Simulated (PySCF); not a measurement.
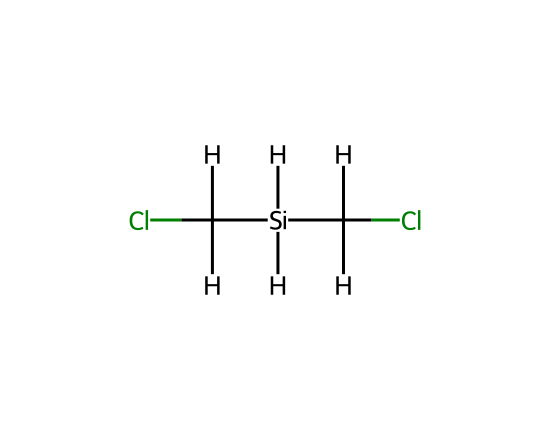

Skeletal drawing of a molecule.

> Write the SMILES.

ClC[SiH2]CCl

> Give the formula, hydrogens included.

C2H6Cl2Si.

> An optimisation with PBE0-D3(BJ)/def2-SVP gave a structure of which point group?

C1. Other conformers may differ.

The parts below concern this one geometry. Atoms keep their numbers from picture to picture. The computed structure is the end point of a PBE0-D3(BJ)/def2-SVP optimisation. No frequency run is at hand to confirm it as a minimum.

**Shape**

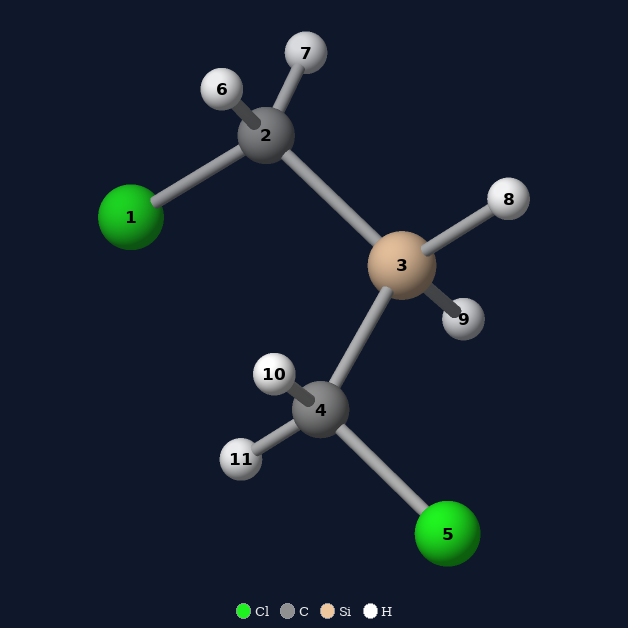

No frequency run is at hand to confirm it as a minimum.

List the bonds and their lengths.

```tsv
bond	length (Å)	order
Cl1–C2	1.794	single
C2–Si3	1.895	single
C2–H6	1.100	single
C2–H7	1.100	single
Si3–C4	1.889	single
Si3–H8	1.494	single
Si3–H9	1.489	single
C4–Cl5	1.791	single
C4–H10	1.100	single
C4–H11	1.099	single
```

**Levels of theory compared**

No frequency run is at hand to confirm it as a minimum. Program: PySCF 2.14.0.

Tabulate lowest singlet excitation (eV) at these levels: B3LYP/def2-SVPD; CAM-B3LYP/def2-SVPD; LC-wPBE/def2-SVPD; PBE/def2-SVPD; PBE0/aug-cc-pVDZ; PBE0/def2-SVP; PBE0/def2-SVPD; PBE0/def2-TZVPD; ωB97X-D/def2-SVPD.

```json
{"level": "B3LYP/def2-SVPD", "lowest singlet excitation (eV)": "6.43"}
{"level": "CAM-B3LYP/def2-SVPD", "lowest singlet excitation (eV)": "6.75"}
{"level": "LC-wPBE/def2-SVPD", "lowest singlet excitation (eV)": "7.04"}
{"level": "PBE/def2-SVPD", "lowest singlet excitation (eV)": "5.74"}
{"level": "PBE0/aug-cc-pVDZ", "lowest singlet excitation (eV)": "6.45"}
{"level": "PBE0/def2-SVP", "lowest singlet excitation (eV)": "6.93"}
{"level": "PBE0/def2-SVPD", "lowest singlet excitation (eV)": "6.59"}
{"level": "PBE0/def2-TZVPD", "lowest singlet excitation (eV)": "6.41"}
{"level": "ωB97X-D/def2-SVPD", "lowest singlet excitation (eV)": "6.81"}
```

**NMR shielding**

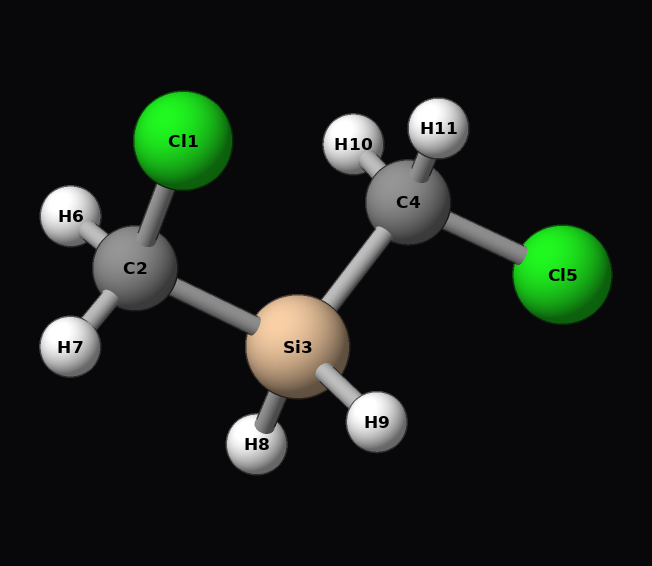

No frequency run is at hand to confirm it as a minimum. Properties computed with GIAO CAM-B3LYP/pcSseg-2 NMR shielding, non-relativistic, gas phase (PySCF 2.14.0). Principal shieldings σ11 ≤ σ22 ≤ σ33, span Ω = σ33 − σ11, skew κ = 3(σiso − σ22)/Ω.

Give the shielding tensors of the Si atoms.

```
atom    σ11    σ22    σ33   σiso     Ω     κ
 Si3  337.9  351.2  404.3  364.5  66.4  0.60
```

Shieldings and span in ppm.

**Polarisability**

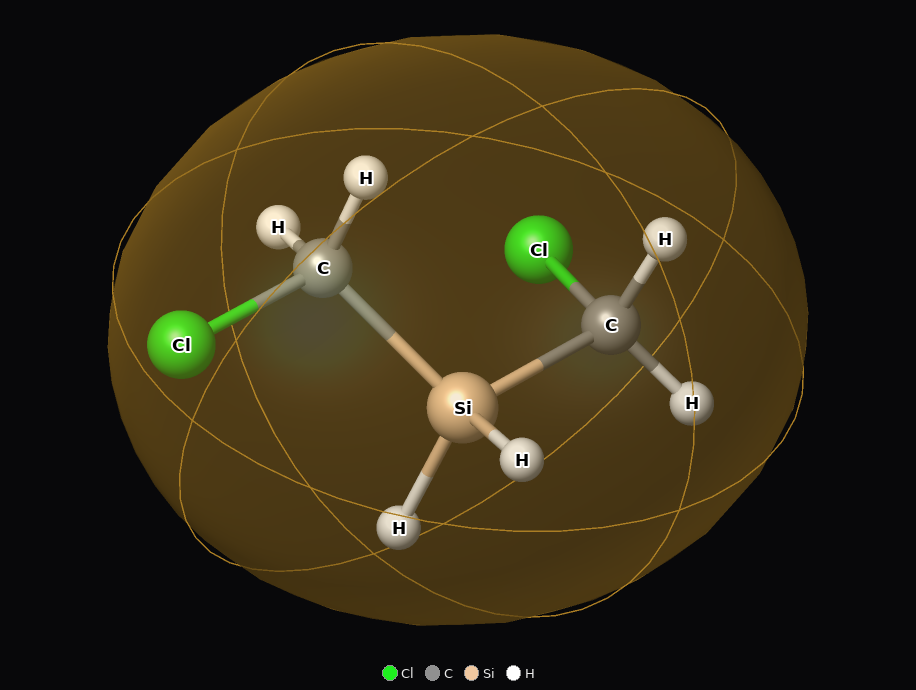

The ellipsoid shows the static dipole polarisability: its half-axes are proportional to the principal values. No frequency run is at hand to confirm it as a minimum. Level of theory: B3LYP/def2-SVPD (PySCF 2.14.0).

> How large and how anisotropic is the polarisability?

Principal values 68.0, 77.7, 97.4 bohr³; mean 81.0 bohr³ (12.00 Å³); anisotropy 25.9 bohr³, so the longest axis is 1.43 times the shortest.

**Charges**

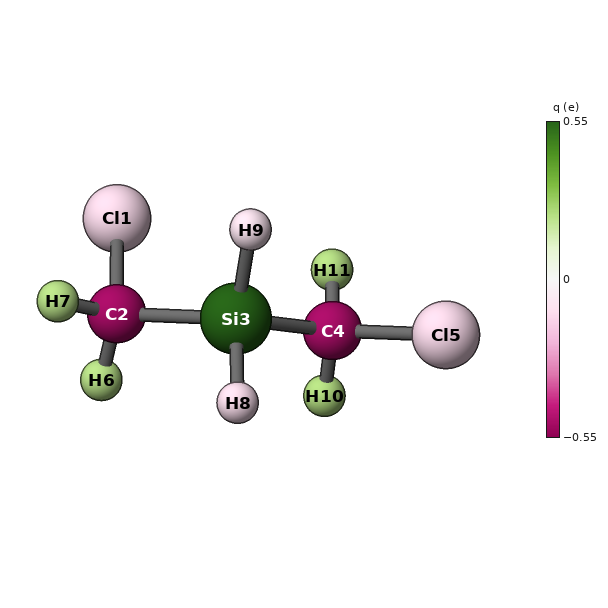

Atoms are coloured by their ESP-fitted charges. No frequency run is at hand to confirm it as a minimum. Level of theory: PBE0/6-31G*, gas phase (PySCF 2.14.0).

List the ESP-fitted charges.

| atom | value (e) |
| --- | --- |
| Cl1 | −0.12 |
| C2 | −0.49 |
| Si3 | 0.54 |
| C4 | −0.49 |
| Cl5 | −0.12 |
| H6 | 0.21 |
| H7 | 0.21 |
| H8 | −0.11 |
| H9 | −0.09 |
| H10 | 0.22 |
| H11 | 0.22 |
